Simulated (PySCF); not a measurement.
**[PbI]+: other functionals and bases at one geometry**

How far do other levels of theory move the description of [PbI]+, and what does each cost? It is a constructed species; whether it can be made isn't addressed.

Computed with PySCF 2.14.0. Level: several levels, as the steps say, no spin–orbit coupling.

1 further run of the same task is left out (for a known fault of the program).

## 1. The system as given

2 atoms, charge 1, spin multiplicity 1.

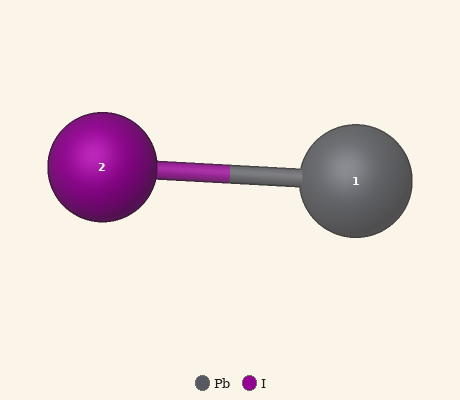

The geometry (lead dark grey, iodine purple); atoms are numbered from 1 in the order of the file.

Coordinates:

```xyz
2

Pb    0.0000    0.0000   -1.0070
I     0.0000    0.0000    1.7162
```

Formal oxidation states: Pb +2. An earlier session relaxed this geometry at PBE, Pb def2-SVP with ECP60, I def2-SVP with ECP28 (singlet, point group C∞v).

At PBE on the finer grid: E = -490.388826 Eh, HOMO -11.99 eV, LUMO -9.23 eV, Mulliken charge on Pb1 +0.89 e, largest force component 0.009 eV/Å. 

Levels to run: BLYP; r2SCAN; TPSS; PBE0; PBE, TZVP; PBE, x2c-SVP. Hardware: 2 threads of Intel Xeon Platinum 8488C (Sapphire Rapids), shared host.

## 2. BLYP

run.py (the lines that set the calculation) reads:

```python
mol = gto.M(atom='''
Pb     0.00000     0.00000    -1.00701
I      0.00000     0.00000     1.71622''',
    basis={'Pb': 'def2-SVP', 'I': 'def2-SVP'},
    ecp={'Pb': 'def2-SVP', 'I': 'def2-SVP'},
    charge=1, spin=0)
mf = dft.RKS(mol, xc='BLYP')
mf.grids.atom_grid = (75, 302)
mf = mf.density_fit()  # fitting sets: Pb def2-universal-JKFIT, I def2-universal-JKFIT
mf.conv_tol = 1e-08; mf.max_cycle = 55
mf.kernel(dm0)  # dm0: the density of the relaxed state
```

Started as:

```sh
$ OMP_NUM_THREADS=2 python run.py
```

What it wrote:

```text
init E= -490.297726146219
  HOMO = -0.43189034315098  LUMO = -0.335929228144069  gap/eV = 2.61123
cycle= 1 E= -490.297816824659  delta_E= -9.07e-05  |g|= 0.0157  |ddm|= 0.112
  HOMO = -0.439015561669878  LUMO = -0.335039075156193  gap/eV = 2.82934
cycle= 2 E= -490.296152700597  delta_E= 0.00166  |g|= 0.0585  |ddm|= 0.131
  HOMO = -0.434998488599683  LUMO = -0.336667720408044  gap/eV = 2.67572
cycle= 3 E= -490.297955522567  delta_E= -0.0018  |g|= 0.00437  |ddm|= 0.0982
  HOMO = -0.43443942631334  LUMO = -0.336401804624192  gap/eV = 2.66774
cycle= 4 E= -490.297962831357  delta_E= -7.31e-06  |g|= 0.00118  |ddm|= 0.00753
  HOMO = -0.434372167646597  LUMO = -0.336460212404994  gap/eV = 2.66432
cycle= 5 E= -490.297963660582  delta_E= -8.29e-07  |g|= 0.000137  |ddm|= 0.00239
  HOMO = -0.434368418559734  LUMO = -0.33644797109841  gap/eV = 2.66455
cycle= 6 E= -490.2979636709  delta_E= -1.03e-08  |g|= 9.37e-06  |ddm|= 0.000232
  HOMO = -0.434368945200619  LUMO = -0.336448074819002  gap/eV = 2.66456
cycle= 7 E= -490.297963670934  delta_E= -3.38e-11  |g|= 1.44e-06  |ddm|= 1.94e-05
  HOMO = -0.434369361962611  LUMO = -0.336447968555813  gap/eV = 2.66458
Extra cycle  E= -490.297963670924  delta_E= 1.05e-11  |g|= 5e-06  |ddm|= 1.05e-05
converged SCF energy = -490.297963670924
```

Wall time 1.6 s (2 threads of Intel Xeon Platinum 8488C (Sapphire Rapids), shared host).

It gives: E = -490.297964 Eh, HOMO -11.82 eV, LUMO -9.16 eV, Mulliken charge on Pb1 +0.88 e, largest force component 0.331 eV/Å. 

## 3. r2SCAN

run.py (the lines that set the calculation): that of step 2 with these lines changed.

```diff
@@ -6,3 +6,3 @@
     charge=1, spin=0)
-mf = dft.RKS(mol, xc='BLYP')
+mf = dft.RKS(mol, xc='R2SCAN')
 mf.grids.atom_grid = (75, 302)
```

Started as:

```sh
$ OMP_NUM_THREADS=2 python run.py
```

What it wrote:

```text
init E= -490.568863955868
  HOMO = -0.453501067001726  LUMO = -0.334582740593585  gap/eV = 3.23593
cycle= 1 E= -490.569008844388  delta_E= -0.000145  |g|= 0.0398  |ddm|= 0.19
  HOMO = -0.441061270099385  LUMO = -0.339590556226144  gap/eV = 2.76116
cycle= 2 E= -490.559979746931  delta_E= 0.00903  |g|= 0.143  |ddm|= 0.302
  HOMO = -0.449569248637013  LUMO = -0.335311039297391  gap/eV = 3.10912
cycle= 3 E= -490.569829653765  delta_E= -0.00985  |g|= 0.00416  |ddm|= 0.229
  HOMO = -0.449472683393877  LUMO = -0.335296082849574  gap/eV = 3.10690
cycle= 4 E= -490.569835593045  delta_E= -5.94e-06  |g|= 0.00134  |ddm|= 0.0065
  HOMO = -0.449657923939611  LUMO = -0.335312581881424  gap/eV = 3.11150
cycle= 5 E= -490.569836413268  delta_E= -8.2e-07  |g|= 0.000226  |ddm|= 0.00224
  HOMO = -0.449650766578661  LUMO = -0.335280040319031  gap/eV = 3.11219
cycle= 6 E= -490.569836433459  delta_E= -2.02e-08  |g|= 5.21e-05  |ddm|= 0.000476
  HOMO = -0.449646497766983  LUMO = -0.335281196783972  gap/eV = 3.11204
cycle= 7 E= -490.569836434875  delta_E= -1.42e-09  |g|= 4.47e-06  |ddm|= 8.83e-05
  HOMO = -0.449645119276656  LUMO = -0.335281906953243  gap/eV = 3.11198
Extra cycle  E= -490.569836434782  delta_E= 9.32e-11  |g|= 1.43e-05  |ddm|= 3.3e-05
converged SCF energy = -490.569836434782
```

Run time: 1.8 s. Hardware: 2 threads of Intel Xeon Platinum 8488C (Sapphire Rapids), shared host.

Read off: E = -490.569836 Eh, HOMO -12.24 eV, LUMO -9.12 eV, Mulliken charge on Pb1 +0.94 e, largest force component 0.202 eV/Å. 

## 4. TPSS

run.py (the lines that set the calculation): that of step 3 with these lines changed.

```diff
@@ -6,3 +6,3 @@
     charge=1, spin=0)
-mf = dft.RKS(mol, xc='R2SCAN')
+mf = dft.RKS(mol, xc='TPSS')
 mf.grids.atom_grid = (75, 302)
```

Started as:

```sh
$ OMP_NUM_THREADS=2 python run.py
```

What it wrote:

```text
init E= -490.202537765306
  HOMO = -0.443621827006363  LUMO = -0.334690212616147  gap/eV = 2.96418
cycle= 1 E= -490.202462618719  delta_E= 7.51e-05  |g|= 0.0263  |ddm|= 0.142
  HOMO = -0.437365761606229  LUMO = -0.33983620668354  gap/eV = 2.65391
cycle= 2 E= -490.198050451898  delta_E= 0.00441  |g|= 0.0977  |ddm|= 0.21
  HOMO = -0.442685007185296  LUMO = -0.336784965528011  gap/eV = 2.88169
cycle= 3 E= -490.202818018605  delta_E= -0.00477  |g|= 0.00553  |ddm|= 0.158
  HOMO = -0.44207799873066  LUMO = -0.33620362747769  gap/eV = 2.88099
cycle= 4 E= -490.20282564986  delta_E= -7.63e-06  |g|= 0.00145  |ddm|= 0.00989
  HOMO = -0.442258821542777  LUMO = -0.336217554176133  gap/eV = 2.88553
cycle= 5 E= -490.2028267098  delta_E= -1.06e-06  |g|= 0.000212  |ddm|= 0.00239
  HOMO = -0.442278002645941  LUMO = -0.336218549048891  gap/eV = 2.88602
cycle= 6 E= -490.202826732679  delta_E= -2.29e-08  |g|= 1.14e-05  |ddm|= 0.000365
  HOMO = -0.442277764133155  LUMO = -0.336218516304398  gap/eV = 2.88602
cycle= 7 E= -490.202826732716  delta_E= -3.67e-11  |g|= 1.55e-06  |ddm|= 1.76e-05
  HOMO = -0.442278200974859  LUMO = -0.33621818367569  gap/eV = 2.88604
Extra cycle  E= -490.202826732703  delta_E= 1.34e-11  |g|= 5.3e-06  |ddm|= 1.25e-05
converged SCF energy = -490.202826732703
```

Wall time 1.9 s (2 threads of Intel Xeon Platinum 8488C (Sapphire Rapids), shared host).

It gives: E = -490.202827 Eh, HOMO -12.04 eV, LUMO -9.15 eV, Mulliken charge on Pb1 +0.93 e, largest force component 0.029 eV/Å. 

## 5. PBE0

run.py (the lines that set the calculation): that of step 4 with these lines changed.

```diff
@@ -6,3 +6,3 @@
     charge=1, spin=0)
-mf = dft.RKS(mol, xc='TPSS')
+mf = dft.RKS(mol, xc='PBE0')
 mf.grids.atom_grid = (75, 302)
```

Started as:

```sh
$ OMP_NUM_THREADS=2 python run.py
```

What it wrote:

```text
init E= -490.3766653547
  HOMO = -0.479985065593064  LUMO = -0.312671093626463  gap/eV = 4.55285
cycle= 1 E= -490.377722532373  delta_E= -0.00106  |g|= 0.0418  |ddm|= 0.209
  HOMO = -0.466769467143212  LUMO = -0.31980097564561  gap/eV = 3.99922
cycle= 2 E= -490.374757251123  delta_E= 0.00297  |g|= 0.0902  |ddm|= 0.219
  HOMO = -0.475607306543493  LUMO = -0.315590099641725  gap/eV = 4.35429
cycle= 3 E= -490.378517240709  delta_E= -0.00376  |g|= 0.00239  |ddm|= 0.151
  HOMO = -0.47576226408578  LUMO = -0.315884458064457  gap/eV = 4.35050
cycle= 4 E= -490.378518973809  delta_E= -1.73e-06  |g|= 0.000548  |ddm|= 0.0053
  HOMO = -0.475677394481989  LUMO = -0.315797719076849  gap/eV = 4.35055
cycle= 5 E= -490.378519063032  delta_E= -8.92e-08  |g|= 0.000163  |ddm|= 0.00139
  HOMO = -0.475681981787574  LUMO = -0.315811647618073  gap/eV = 4.35029
cycle= 6 E= -490.378519074547  delta_E= -1.15e-08  |g|= 3.89e-05  |ddm|= 0.000256
  HOMO = -0.475675594208978  LUMO = -0.315813945238158  gap/eV = 4.35006
cycle= 7 E= -490.378519075264  delta_E= -7.17e-10  |g|= 3.44e-06  |ddm|= 0.0001
  HOMO = -0.475676744691671  LUMO = -0.315813389528422  gap/eV = 4.35010
Extra cycle  E= -490.378519075251  delta_E= 1.33e-11  |g|= 6.66e-06  |ddm|= 1.76e-05
converged SCF energy = -490.378519075251
```

It took 1.4 s on 2 threads of Intel Xeon Platinum 8488C (Sapphire Rapids), shared host.

It gives: E = -490.378519 Eh, HOMO -12.94 eV, LUMO -8.59 eV, Mulliken charge on Pb1 +0.95 e, largest force component 0.303 eV/Å. 

## 6. PBE, TZVP

Basis: Pb def2-TZVP with ECP60, I def2-TZVP with ECP28. 

run.py (the lines that set the calculation) reads:

```python
mol = gto.M(atom='''
Pb     0.00000     0.00000    -1.00701
I      0.00000     0.00000     1.71622''',
    basis={'Pb': 'def2-TZVP', 'I': 'def2-TZVP'},
    ecp={'Pb': 'def2-TZVP', 'I': 'def2-TZVP'},
    charge=1, spin=0)
mf = dft.RKS(mol, xc='PBE')
mf.grids.atom_grid = (75, 302)
mf = mf.density_fit()  # fitting sets: Pb def2-universal-JKFIT, I def2-universal-JKFIT
mf.conv_tol = 1e-08; mf.max_cycle = 55
mf.kernel(dm0)  # dm0: free metal ions and neutral atoms
```

Started as:

```sh
$ OMP_NUM_THREADS=2 python run.py
```

What it wrote:

```text
init E= -492.319333810348
  HOMO = -0.401864297912922  LUMO = -0.229904226821589  gap/eV = 4.67927
cycle= 1 E= -485.793919620737  delta_E= 6.53  |g|= 3.14  |ddm|=  4.6
  HOMO = -0.683655042498883  LUMO = -0.515894634834732  gap/eV = 4.56499
cycle= 2 E= -420.931422090755  delta_E= 64.9  |g|= 10.1  |ddm|= 18.5
  HOMO = -0.588692122689825  LUMO = -0.378124397624125  gap/eV = 5.72984
cycle= 3 E= -488.810727516062  delta_E= -67.9  |g|= 2.46  |ddm|= 14.9
  HOMO = -0.441111517432417  LUMO = -0.213817656245323  gap/eV = 6.18498
cycle= 4 E= -490.015034815  delta_E= -1.2  |g|=  1.1  |ddm|= 3.78
  HOMO = -0.456432475059751  LUMO = -0.305098739166737  gap/eV = 4.11800
cycle= 5 E= -490.354431487945  delta_E= -0.339  |g|= 0.431  |ddm|=  1.4
  HOMO = -0.423024650581547  LUMO = -0.345218438044708  gap/eV = 2.11721
cycle= 6 E= -490.354493900046  delta_E= -6.24e-05  |g|= 0.394  |ddm|= 1.16
  HOMO = -0.439852673267853  LUMO = -0.338619542972476  gap/eV = 2.75469
cycle= 7 E= -490.406152755113  delta_E= -0.0517  |g|= 0.0376  |ddm|= 0.521
  HOMO = -0.437386019874404  LUMO = -0.338777492939116  gap/eV = 2.68327
cycle= 8 E= -490.40594155265  delta_E= 0.000211  |g|= 0.0299  |ddm|= 0.068
  HOMO = -0.439013330792775  LUMO = -0.337621077177325  gap/eV = 2.75902
cycle= 9 E= -490.406396967371  delta_E= -0.000455  |g|= 0.00135  |ddm|= 0.0474
  HOMO = -0.439055098665198  LUMO = -0.337620533721996  gap/eV = 2.76018
cycle= 10 E= -490.406397500721  delta_E= -5.33e-07  |g|= 0.000702  |ddm|= 0.00165
  HOMO = -0.439062972797786  LUMO = -0.337606521972069  gap/eV = 2.76077
cycle= 11 E= -490.406397632657  delta_E= -1.32e-07  |g|= 0.00034  |ddm|= 0.000481
  HOMO = -0.439084931328045  LUMO = -0.337597034788868  gap/eV = 2.76163
cycle= 12 E= -490.406397688777  delta_E= -5.61e-08  |g|= 2.11e-05  |ddm|= 0.000521
  HOMO = -0.439085372092286  LUMO = -0.337595227084629  gap/eV = 2.76169
cycle= 13 E= -490.406397688999  delta_E= -2.22e-10  |g|= 1.02e-06  |ddm|= 3.8e-05
  HOMO = -0.439085559066243  LUMO = -0.337595071934234  gap/eV = 2.76170
Extra cycle  E= -490.406397688994  delta_E= 5.23e-12  |g|= 3.65e-06  |ddm|= 6.6e-06
converged SCF energy = -490.406397688994
```

Run time: 6.1 s. Hardware: 2 threads of Intel Xeon Platinum 8488C (Sapphire Rapids), shared host.

Result: E = -490.406398 Eh, HOMO -11.95 eV, LUMO -9.19 eV, Mulliken charge on Pb1 +0.95 e, largest force component 0.264 eV/Å. 

## 7. PBE, x2c-SVP

Basis: Pb x2c-SVPall, I x2c-SVPall. All electrons are treated, with the spin-free X2C Hamiltonian.

run.py (the lines that set the calculation) reads:

```python
mol = gto.M(atom='''
Pb     0.00000     0.00000    -1.00701
I      0.00000     0.00000     1.71622''',
    basis={'Pb': 'x2c-SVPall', 'I': 'x2c-SVPall'},
    nucmod='G',
    charge=1, spin=0)
mf = dft.RKS(mol, xc='PBE')
mf.grids.atom_grid = (99, 590)
mf = mf.density_fit()  # fitting sets: Pb AutoAux, I AutoAux
mf = mf.sfx2c1e()
mf.conv_tol = 1e-08; mf.max_cycle = 55
mf.kernel(dm0)  # dm0: free metal ions and neutral atoms
```

Started as:

```sh
$ OMP_NUM_THREADS=2 python run.py
```

What it wrote:

```text
init E= -28079.9384138103
  HOMO = -0.373195026905187  LUMO = -0.188396077892968  gap/eV = 5.02864
cycle= 1 E= -27993.6989582591  delta_E= 86.2  |g|= 3.75  |ddm|= 5.82
  HOMO = -0.699367763057206  LUMO = -0.432007379682008  gap/eV = 7.27525
cycle= 2 E= -27935.7709432531  delta_E= 57.9  |g|= 6.96  |ddm|= 24.3
  HOMO = -0.610745256883977  LUMO = -0.539574583915748  gap/eV = 1.93665
cycle= 3 E= -27997.9258417928  delta_E= -62.2  |g|= 2.21  |ddm|=   22
  HOMO = -0.419607459966583  LUMO = -0.342220886294986  gap/eV = 2.10580
cycle= 4 E= -27996.678760765  delta_E= 1.25  |g|= 2.27  |ddm|=  3.9
  HOMO = -0.421697686054612  LUMO = -0.360233131633611  gap/eV = 1.67254
cycle= 5 E= -27998.4425009962  delta_E= -1.76  |g|=  1.3  |ddm|= 1.72
  HOMO = -0.458936523225611  LUMO = -0.309445887095478  gap/eV = 4.06785
cycle= 6 E= -27995.589418369  delta_E= 2.85  |g|= 2.19  |ddm|= 2.73
  HOMO = -0.44803456035065  LUMO = -0.359290153560397  gap/eV = 2.41486
cycle= 7 E= -27998.9903687926  delta_E= -3.4  |g|= 0.188  |ddm|= 3.76
  HOMO = -0.432424973222692  LUMO = -0.346613293188777  gap/eV = 2.33505
cycle= 8 E= -27998.966773651  delta_E= 0.0236  |g|= 0.259  |ddm|= 0.424
  HOMO = -0.441688779236774  LUMO = -0.339007728268009  gap/eV = 2.79409
cycle= 9 E= -27998.9984899889  delta_E= -0.0317  |g|= 0.0171  |ddm|= 0.48
  HOMO = -0.439831318176033  LUMO = -0.339275697560434  gap/eV = 2.73626
cycle= 10 E= -27998.9986410295  delta_E= -0.000151  |g|= 0.003  |ddm|= 0.0403
  HOMO = -0.440121086511631  LUMO = -0.339510571317931  gap/eV = 2.73775
cycle= 11 E= -27998.9986424017  delta_E= -1.37e-06  |g|= 0.0017  |ddm|= 0.00595
  HOMO = -0.440185536048059  LUMO = -0.339416712994811  gap/eV = 2.74206
cycle= 12 E= -27998.9986439503  delta_E= -1.55e-06  |g|= 0.000189  |ddm|= 0.0036
  HOMO = -0.440170258321375  LUMO = -0.339420603762045  gap/eV = 2.74154
cycle= 13 E= -27998.9986439675  delta_E= -1.72e-08  |g|= 1.03e-05  |ddm|= 0.000374
  HOMO = -0.44017191309846  LUMO = -0.339421694459713  gap/eV = 2.74155
cycle= 14 E= -27998.9986439676  delta_E= -3.64e-11  |g|= 7.95e-07  |ddm|= 2.36e-05
  HOMO = -0.440171932895029  LUMO = -0.339421578889465  gap/eV = 2.74156
Extra cycle  E= -27998.9986439676  delta_E= 1.46e-11  |g|= 1.59e-06  |ddm|= 3.89e-06
converged SCF energy = -27998.9986439676
```

Run time: 17 s. Hardware: 2 threads of Intel Xeon Platinum 8488C (Sapphire Rapids), shared host.

Result: E = -27998.998644 Eh, HOMO -11.98 eV, LUMO -9.24 eV, Mulliken charge on Pb1 +0.93 e, largest force component 0.143 eV/Å. 

## 8. All levels side by side

| level | state | HOMO (eV) | gap (eV) | charge on Pb1 (e) | dipole (D) | largest force (eV/Å) | basis functions | time |
| --- | --- | --- | --- | --- | --- | --- | --- | --- |
| PBE (relaxed here) | singlet | -11.99 | 2.76 | 0.89 | 3.35 | 0.01 | 52 | 2.3 s |
| BLYP | singlet | -11.82 | 2.66 | 0.88 | 3.17 | 0.33 | 52 | 1.6 s |
| r2SCAN | singlet | -12.24 | 3.11 | 0.94 | 3.75 | 0.20 | 52 | 1.8 s |
| TPSS | singlet | -12.04 | 2.89 | 0.93 | 3.59 | 0.03 | 52 | 1.9 s |
| PBE0 | singlet | -12.94 | 4.35 | 0.95 | 3.93 | 0.30 | 52 | 1.4 s |
| PBE, TZVP | singlet | -11.95 | 2.76 | 0.95 | 3.19 | 0.26 | 100 | 6.1 s |
| PBE, x2c-SVP | singlet | -11.98 | 2.74 | 0.93 | 3.21 | 0.14 | 98 | 17 s |

Times are on 2 threads of Intel Xeon Platinum 8488C (Sapphire Rapids), shared host; the first row also made further properties. The dipole of a charged species depends on the origin, so these sizes hold for this origin alone.

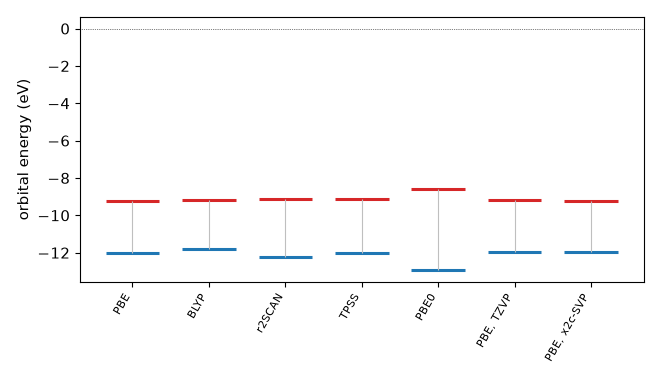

Highest filled and lowest empty level, method by method.

In one basis the HOMO–LUMO gap runs from 2.66 eV (BLYP) to 4.35 eV (PBE0). The largest leftover force, 0.33 eV/Å with BLYP, stands at a geometry relaxed at another level. The Mulliken charge on Pb spans +0.88 to +0.95 e over the levels. Total energies of different levels can't be compared. Spin–orbit coupling is left out throughout.
